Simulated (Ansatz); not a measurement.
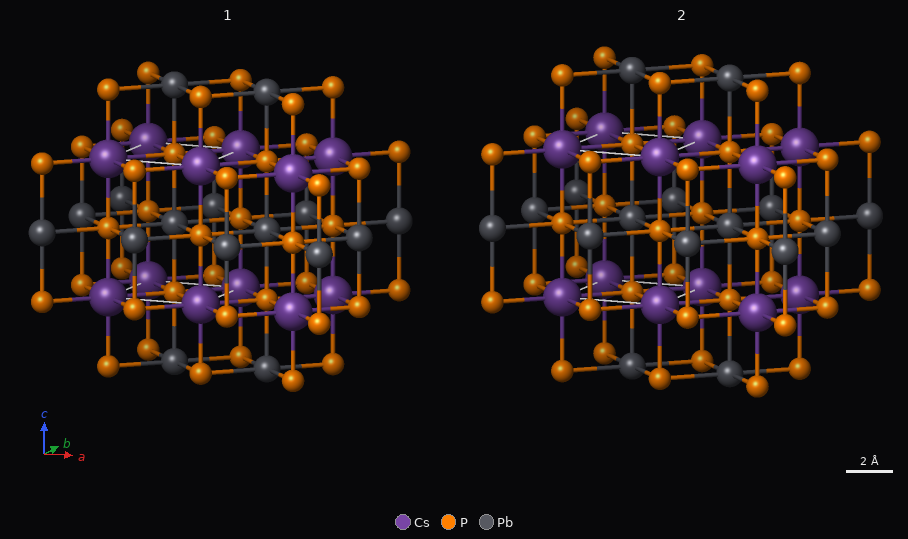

Two geometries of solid CsP2Pb (a generated structure, set up in P4/mmm), drawn at one scale. One is the start of a relaxation, the other its converged end. The picture is a ball-and-stick view of the cell of the calculation, repeated 2 × 1 × 1 with one cell outlined, seen slightly off an axis.

Method: DFT PBE, scalar-relativistic, plane waves, PAW in Ansatz 0.2.0. Settings: plane-wave cutoff 420 eV; k-point mesh 10 × 10 × 8; occupations gaussian; smearing width 0.1 eV; no spin polarisation; cell and atoms relaxed; force threshold 0.01 eV/Å; at most 80 steps.

**Which of the two is the end point?**

Structure 1 is the relaxed one. No atom moves by more than 0.005 Å relative to the cell. The drawn cell changes as follows: a = b 4.688 → 4.438 Å (−5.3 %), c 6.630 → 6.204 Å (−6.4 %); the volume changes by −16.2 %. Among the contacts that change: P–Pb 3.315 → 3.102 Å, Cs–P 3.315 → 3.102 Å, Cs–P 3.315 → 3.138 Å, P–Pb 3.315 → 3.138 Å. The space group stays P4/mmm (No. 123). The energy falls by 73.5 meV per atom in 4 accepted moves (5 points after the start). All forces vanish by symmetry, so only the cell relaxes. The pressure goes from −3.33 to −0.01 GPa. The SCF was repeated once at an unchanged geometry on a basis and grid sized afresh for the cell, which shifted the energy by 0.2 meV per atom at most.
